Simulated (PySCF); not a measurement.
# B3LYP/def2-SVP run of C2H2FGaS (SMILES C#C[S][GaH][F])

Aim: the vertical ionisation energy of C2H2FGaS at B3LYP/def2-SVP, from 2 runs. 

Program for the calculation: PySCF 2.14.0.

### Step 1. The structure to begin with

The species is C2H2FGaS (7 atoms), meant as a singlet with charge 0. SMILES: `C#C[S][GaH][F]`. The shape comes from GFN2-xTB, which is rough for such elements, and wasn't checked as a minimum. This is one conformer, not always the lowest.

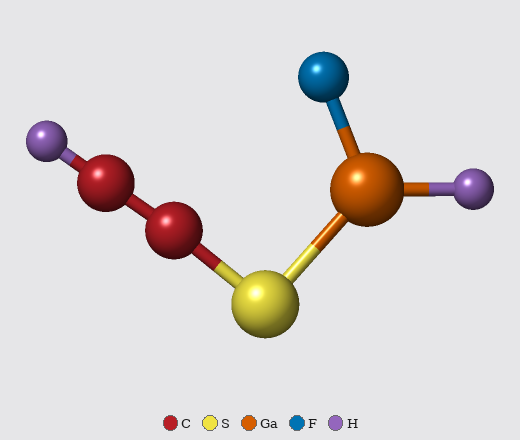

The structure, seen from a chosen angle (carbon red, sulfur yellow, gallium orange, fluorine blue, hydrogen purple).

### Step 2. The energy at B3LYP/def2-SVP

calc.py

```python
from pyscf import gto, dft

mol = gto.M(
    atom='''
C   -0.109920   0.427670   2.058720
C    0.402210  -0.234180   1.196280
S    1.179440  -1.236750   0.063390
Ga   0.059280  -0.329810  -1.657290
F   -0.993140   1.021350  -1.296660
H   -0.555220   1.014100   2.807010
H    0.017340  -0.662390  -3.171460
''',
    basis='def2-svp',
    verbose=3,
    max_memory=1860,
)

myscf = dft.RKS(mol)
myscf.xc = 'b3lyp'
myscf.grids.level = 8
myscf.conv_tol = 1e-10
myscf.kernel()
if not myscf.converged:
    myscf = myscf.newton().run(myscf.mo_coeff, myscf.mo_occ)

energy = myscf.e_tot
print(f'total energy: {energy:.8f} hartree')
```

Launch:

```bash
$ OMP_NUM_THREADS=1 python calc.py
```

Output:

```text
converged SCF energy = -2499.84692277056
total energy: -2499.84692277 hartree
```

Wall time 65 s (1 thread of Arm Neoverse V1, shared host); peak memory 0.57 GiB.

### Step 3. The doublet cation at the same level

job.py

```python
from pyscf import gto, dft

system = gto.M(
    atom='''
C       -0.109920       0.427670       2.058720
C        0.402210      -0.234180       1.196280
S        1.179440      -1.236750       0.063390
Ga       0.059280      -0.329810      -1.657290
F       -0.993140       1.021350      -1.296660
H       -0.555220       1.014100       2.807010
H        0.017340      -0.662390      -3.171460
''',
    max_memory=1860,
    basis='def2-svp',
    charge=1,
    verbose=4,
    spin=1,
)

mf = dft.UKS(system)
mf.xc = 'b3lyp'
mf.grids.level = 8
mf.conv_tol = 1e-10
mf.kernel()
if not mf.converged:
    mf = mf.newton().run(mf.mo_coeff, mf.mo_occ)

etot = mf.e_tot
print('E(%s) = %.9f' % ('B3LYP', etot))
```

Launch:

```bash
$ OMP_NUM_THREADS=1 python job.py
```

Output:

```text
PySCF version 2.14.0

[INPUT] num. atoms = 7
[INPUT] num. electrons = 69
[INPUT] charge = 1
[INPUT] spin (= nelec alpha-beta = 2S) = 1
[INPUT] symmetry False subgroup None
[INPUT] Mole.unit = angstrom
[INPUT] Symbol           X                Y                Z      unit          X                Y                Z       unit  Magmom
[INPUT]  1 C     -0.109920000000   0.427670000000   2.058720000000 AA   -0.207718695612   0.808179171693   3.890416967165 Bohr   0.0
[INPUT]  2 C      0.402210000000  -0.234180000000   1.196280000000 AA    0.760066744561  -0.442536063851   2.260641568295 Bohr   0.0
[INPUT]  3 S      1.179440000000  -1.236750000000   0.063390000000 AA    2.228818580357  -2.337118784556   0.119789739036 Bohr   0.0
[INPUT]  4 Ga     0.059280000000  -0.329810000000  -1.657290000000 AA    0.112022964664  -0.623250573143  -3.131824208980 Bohr   0.0
[INPUT]  5 F     -0.993140000000   1.021350000000  -1.296660000000 AA   -1.876762603351   1.930071777325  -2.450332276679 Bohr   0.0
[INPUT]  6 H     -0.555220000000   1.014100000000   2.807010000000 AA   -1.049213738881   1.916371262921   5.304480128915 Bohr   0.0
[INPUT]  7 H      0.017340000000  -0.662390000000  -3.171460000000 AA    0.032767851000  -1.251735687651  -5.993190815013 Bohr   0.0

nuclear repulsion = 391.646610296155
number of shells = 44
number of NR pGTOs = 196
number of NR cGTOs = 102
basis = def2-svp
ecp = {}

******** <class 'pyscf.dft.uks.UKS'> ********
method = UKS
initial guess = minao
damping factor = 0
level_shift factor = 0
DIIS = <class 'pyscf.scf.diis.CDIIS'>
diis_start_cycle = 1
diis_space = 8
diis_damp = 0
SCF conv_tol = 1e-10
SCF conv_tol_grad = None
SCF max_cycles = 50
direct_scf = True
direct_scf_tol = 1e-13
number electrons alpha = 35  beta = 34
XC library pyscf.dft.libxc version 7.0.0
[... 18 lines left out ...]
WARN: HOMO -0.282174793495038 >= LUMO -0.282174793495036
[... 5 lines left out ...]
WARN: HOMO -0.364114326661782 >= LUMO -0.363446699560418
[... 70 lines left out ...]
converged SCF energy = -2499.5063889767  <S^2> = 0.75893784  2S+1 = 2.008918
E(B3LYP) = -2499.506388977
```

Wall time 2.9 min (1 thread of Arm Neoverse V1, shared host); peak memory 0.59 GiB.

### Step 4. Summary of results

At B3LYP/def2-SVP:

```
                                          quantity           value
                    singlet C2H2FGaS: total energy  -2499.84692 Eh
                   singlet C2H2FGaS: dipole moment          1.51 D
                     singlet C2H2FGaS: HOMO energy        -6.88 eV
                     singlet C2H2FGaS: LUMO energy        -1.63 eV
                   singlet C2H2FGaS: HOMO–LUMO gap         5.25 eV
                      doublet cation: total energy  -2499.50639 Eh
doublet cation: HOMO energy (highest over α and β)       -13.88 eV
 doublet cation: LUMO energy (lowest over α and β)       -11.66 eV
                              doublet cation: ⟨S²⟩           0.759
vertical ionisation energy (to the doublet cation)        9.266 eV
```

In words: The vertical ionisation energy comes to 9.27 eV (214 kcal/mol). The negative HOMO energy of the first species, 6.88 eV, lies 2.38 eV below that difference. Mulliken charges (singlet C2H2FGaS) run from -0.43 on C1 to +0.63 on Ga4. Mulliken charges (doublet cation) run from -0.34 on F5 to +0.73 on Ga4; they depend strongly on the basis.
